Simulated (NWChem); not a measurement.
**CH6FNSn (SMILES [CH3][SnH]([NH2])[F]) at M06-2X/def2-SVP (core potential)**

Aim: the vertical ionisation energy of CH6FNSn at M06-2X/def2-SVP (core potential), from 2 runs. 

Program for the calculation: NWChem 7.3.0.

3 further runs of the same task are left out: 1 that didn't finish, 2 set aside as unsound or not needed. Runs told in other sessions of the task aren't counted.

## Step 1: Starting point

CH6FNSn: 10 atoms, total charge 0, spin state singlet. SMILES: `[CH3][SnH]([NH2])[F]`. Geometry: relaxed at PBE0-D4/def2-TZVP. This is one conformer, not always the lowest.

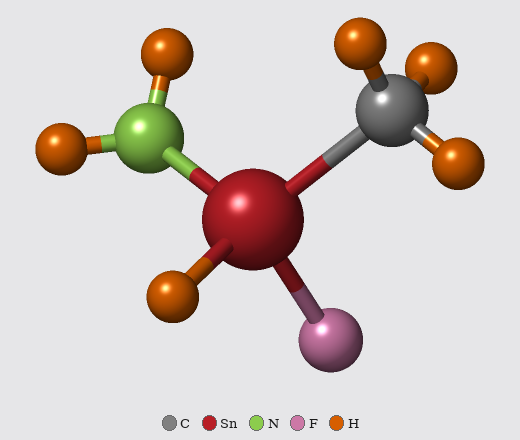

Viewed from a chosen angle; carbon grey, tin red, nitrogen green, fluorine pink, hydrogen orange.

## Step 2: Energy and gradient at M06-2X/def2-SVP (core potential)

Input file ch6fnsn.xyz:

```xyz
10

C     -1.023300     1.186900     0.305600
Sn    -0.012600    -0.424100    -0.632800
N      1.522200    -1.085200     0.465800
F     -1.308600    -1.855400    -0.593400
H     -1.191500     0.935400     1.352900
H     -0.432400     2.100700     0.242800
H     -1.985300     1.342500    -0.181300
H      0.413300    -0.329300    -2.280300
H      1.719700    -0.610700     1.333200
H      2.381600    -1.312000    -0.009700
```

Input file run.py:

```python
from ase.io import read
from ase.calculators.nwchem import NWChem

molecule = read('ch6fnsn.xyz')

calc = NWChem(
    label='ch6fnsn',
    theory='dft',
    memory='2200 mb',
    basis='def2-SVP',
    basispar='spherical bse',
    dft={'xc': 'm06-2x', 'mult': '1', 'grid': 'fine', 'convergence': 'energy 1e-08', 'iterations': '100', 'mulliken': None},
    **{'ecp bse': {'Sn library': 'def2-SVP'}},
)
molecule.calc = calc

forces = molecule.get_forces()
print("Total energy (eV):", round(molecule.get_potential_energy(), 6))
print("forces (eV/A):")
for s, f in zip(molecule.symbols, forces):
    print(f"{s:2s} {f[0]:10.5f} {f[1]:10.5f} {f[2]:10.5f}")
print("dipole (e A):", molecule.get_dipole_moment().round(4))
```

Run with:

```bash
$ export ASE_NWCHEM_COMMAND="nwchem PREFIX.nwi > PREFIX.nwo"
$ python run.py
```

The log of the run:

```text
Total energy (eV): -11165.431146
forces (eV/A):
C     0.09482   -0.01270   -0.08202
Sn   -0.05476    0.05934   -0.15812
N     0.01697   -0.01594    0.01630
F    -0.29794   -0.31774   -0.01003
H    -0.05230   -0.03651    0.25629
H     0.09595    0.24935    0.01193
H    -0.24657    0.07137   -0.08634
H     0.05667    0.06237   -0.16805
H     0.09493    0.07554    0.30174
H     0.29223   -0.13503   -0.08176
dipole (e A): [0.4721 0.7163 0.0599]
```

The calculator wrote ch6fnsn.nwi:

```
title "ch6fnsn"

permanent_dir ch6fnsn

scratch_dir ch6fnsn

start ch6fnsn

geometry units angstrom nocenter noautosym noautoz
  C  -1.0233000000000001e+00 1.1869000000000001e+00 3.0559999999999998e-01
  Sn -1.2600000000000000e-02 -4.2409999999999998e-01 -6.3280000000000003e-01
  N  1.5222000000000000e+00 -1.0851999999999999e+00 4.6579999999999999e-01
  F  -1.3086000000000000e+00 -1.8553999999999999e+00 -5.9340000000000004e-01
  H  -1.1915000000000000e+00 9.3540000000000001e-01 1.3529000000000000e+00
  H  -4.3240000000000001e-01 2.1006999999999998e+00 2.4279999999999999e-01
  H  -1.9853000000000001e+00 1.3425000000000000e+00 -1.8129999999999999e-01
  H  4.1330000000000000e-01 -3.2929999999999998e-01 -2.2803000000000000e+00
  H  1.7197000000000000e+00 -6.1070000000000002e-01 1.3331999999999999e+00
  H  2.3816000000000002e+00 -1.3120000000000001e+00 -9.7000000000000003e-03
end

memory 2200 mb

basis spherical bse noprint
   * library def2-SVP
end

dft
  xc m06-2x
  mult 1
  grid fine
  convergence energy 1e-08
  iterations 100
  mulliken
end
ecp bse
  Sn library def2-SVP
end

task dft gradient
```

ch6fnsn.nwo, cut to the lines that bear on the results:

```text
[...]
         Total DFT energy =     -410.322029750544
[...]
  wavefunction    = closed shell
                         DFT ENERGY GRADIENTS
    atom               coordinates                        gradient
                 x          y          z           x          y          z
   1 C      -1.933757   2.242916   0.577500   -0.001844   0.000247   0.001595
   2 Sn     -0.023811  -0.801433  -1.195819    0.001065  -0.001154   0.003075
   3 N       2.876541  -2.050731   0.880234   -0.000330   0.000310  -0.000317
[... 6 lines of this table left out ...]
  10 H       4.500571  -2.479320  -0.018330   -0.005683   0.002626   0.001590
[...]
```

Wall time 27 s (1 thread of AMD EPYC 9R45 (Zen 5), shared host); peak memory 0.13 GiB.

## Step 3: The doublet cation: the energy at UM06-2X/def2-SVP (core potential)

Input file run.py:

```python
from ase import Atoms
from ase.calculators.nwchem import NWChem

system = Atoms(['C', 'Sn', 'N', 'F', 'H', 'H', 'H', 'H', 'H', 'H'], positions=[
    [-1.023300, 1.186900, 0.305600],
    [-0.012600, -0.424100, -0.632800],
    [1.522200, -1.085200, 0.465800],
    [-1.308600, -1.855400, -0.593400],
    [-1.191500, 0.935400, 1.352900],
    [-0.432400, 2.100700, 0.242800],
    [-1.985300, 1.342500, -0.181300],
    [0.413300, -0.329300, -2.280300],
    [1.719700, -0.610700, 1.333200],
    [2.381600, -1.312000, -0.009700],
])

calc = NWChem(
    label='nw',
    theory='dft',
    memory='2200 mb',
    basis='def2-SVP',
    basispar='spherical bse',
    charge=1,
    dft={'xc': 'm06-2x', 'mult': '2', 'grid': 'fine', 'convergence': 'energy 1e-08', 'iterations': '100', 'mulliken': None},
    task='energy',
    **{'ecp bse': {'Sn library': 'def2-SVP'}},
)
system.calc = calc

print(f"energy = {system.get_potential_energy():.6f} eV")
```

Run with:

```bash
$ export ASE_NWCHEM_COMMAND="nwchem PREFIX.nwi > PREFIX.nwo"
$ python run.py
```

The log of the run:

```text
energy = -11155.697872 eV
```

The calculator wrote nw.nwi:

```
title "nw"

permanent_dir nw

scratch_dir nw

start nw

geometry units angstrom nocenter noautosym noautoz
  C  -1.0233000000000001e+00 1.1869000000000001e+00 3.0559999999999998e-01
  Sn -1.2600000000000000e-02 -4.2409999999999998e-01 -6.3280000000000003e-01
  N  1.5222000000000000e+00 -1.0851999999999999e+00 4.6579999999999999e-01
  F  -1.3086000000000000e+00 -1.8553999999999999e+00 -5.9340000000000004e-01
  H  -1.1915000000000000e+00 9.3540000000000001e-01 1.3529000000000000e+00
  H  -4.3240000000000001e-01 2.1006999999999998e+00 2.4279999999999999e-01
  H  -1.9853000000000001e+00 1.3425000000000000e+00 -1.8129999999999999e-01
  H  4.1330000000000000e-01 -3.2929999999999998e-01 -2.2803000000000000e+00
  H  1.7197000000000000e+00 -6.1070000000000002e-01 1.3331999999999999e+00
  H  2.3816000000000002e+00 -1.3120000000000001e+00 -9.7000000000000003e-03
end

charge 1

memory 2200 mb

basis spherical bse noprint
   * library def2-SVP
end

dft
  xc m06-2x
  mult 2
  grid fine
  convergence energy 1e-08
  iterations 100
  mulliken
end
ecp bse
  Sn library def2-SVP
end

task dft energy
```

nw.nwo:

```text
Northwest Computational Chemistry Package (NWChem) 7.3.0
             --------------------------------------------------------

           Job information
           ---------------

    nwchem branch   = 7.3.0
    use scalapack   = T
    input           = nw.nwi
    prefix          = nw.
    data base       = nw/nw.db
    status          = startup
    nproc           =        1

           Memory information
           ------------------

    heap     =     72089600 doubles =      550.0 Mbytes
    stack    =     72089597 doubles =      550.0 Mbytes
    global   =    144179200 doubles =     1100.0 Mbytes (distinct from heap & stack)
    total    =    288358397 doubles =     2200.0 Mbytes
    verify   = yes
    hardfail = no

           Directory information
           ---------------------

  0 permanent = nw
  0 scratch   = nw

                                NWChem Input Module
                                -------------------

                                        nw
                                        --

 Scaling coordinates for geometry "geometry" by  1.889725989
 (inverse scale =  0.529177249)

                             Geometry "geometry" -> ""
                             -------------------------

 Output coordinates in angstroms (scale by  1.889725989 to convert to a.u.)

[... 19 lines left out ...]
            Nuclear Dipole moment (a.u.)
[... 76 lines left out ...]
  convergence criterion.
[... 16 lines left out ...]
          Convergence on density requested:  1.00D-05
[... 23 lines left out ...]
          Spatial weights used:  Erf1
[... 3 lines left out ...]
          Convergence aids based upon iterative change in
[... 84 lines left out ...]
         Total DFT energy =     -409.964338543584
[... 1 line left out ...]
           Coulomb energy =      481.445417028791
[... 1 line left out ...]
 Nuclear repulsion energy =      216.502223401694
[... 701 lines left out ...]
                     DFT Final Beta Molecular Orbital Analysis
[... 777 lines left out ...]
   alpha     71     72     73     74     75     76     77     78     79     80
    beta     71     72     73     74     75     76     78     77     79     80
 overlap   1.000  1.000  0.999  0.999  0.933  0.978  0.938  0.999  1.000  0.972

   alpha     81     82     83     84     85     86     87     88     89     90
    beta     83     82     83     84     85     86     87     88     91     90
 overlap   0.732  0.737  0.678  0.999  1.000  0.996  1.000  0.995  0.743  0.843

   alpha     91     92     93     94     95     96     97     98
    beta     89     92     93     94     95     96     97     98
 overlap   0.627  0.980  0.979  1.000  1.000  1.000  1.000  1.000

     --------------------------
     Expectation value of S2:
     --------------------------
      <S2> =      0.7547 (Exact =     0.7500)

 center of mass
 --------------
 x =  -0.18341907 y =  -0.94024092 z =  -0.84146552

 moments of inertia (a.u.)
 ------------------
         432.365924318929          29.201290162314         -51.911676614651
          29.201290162314         442.683391693571         -49.618109257951
         -51.911676614651         -49.618109257951         635.568285931914

     Multipole analysis of the density
     ---------------------------------

     L   x y z        total         alpha         beta         nuclear
     -   - - -        -----         -----         ----         -------
     0   0 0 0      1.000000    -25.000000    -24.000000     50.000000

     1   1 0 0      2.546080      6.271340      8.810426    -12.535686
[... 8 lines of this table left out ...]
     2   0 0 2    -26.417825    -55.000425    -53.399325     81.981925

 Task  times  cpu:      287.6s     wall:      287.6s
 Total times  cpu:      287.6s     wall:      287.6s
```

It took 4.8 min on 1 thread of AMD EPYC 9R45 (Zen 5), shared host; peak memory 0.12 GiB.

## Step 4: Results

Level: M06-2X/def2-SVP (core potential).

| quantity | value |
| --- | --- |
| singlet CH6FNSn: total energy | -410.32203 Eh |
| singlet CH6FNSn: dipole moment | 4.13 D |
| singlet CH6FNSn: HOMO energy | -8.63 eV |
| singlet CH6FNSn: LUMO energy | 1.26 eV |
| singlet CH6FNSn: HOMO–LUMO gap | 9.90 eV |
| singlet CH6FNSn: largest force on an atom | 0.436 eV/Å |
| doublet cation: total energy | -409.96434 Eh |
| doublet cation: HOMO energy (highest over α and β) | -14.88 eV |
| doublet cation: LUMO energy (lowest over α and β) | -10.61 eV |
| doublet cation: ⟨S²⟩ | 0.755 |
| vertical ionisation energy (to the doublet cation) | 9.733 eV |

**Reading.** The vertical ionisation energy comes to 9.73 eV (939 kJ/mol). The largest force (singlet CH6FNSn) is 0.44 eV/Å: the shape isn't a stationary point for this species at this level. The negative HOMO energy of the first species, 8.63 eV, lies 1.10 eV below that difference.
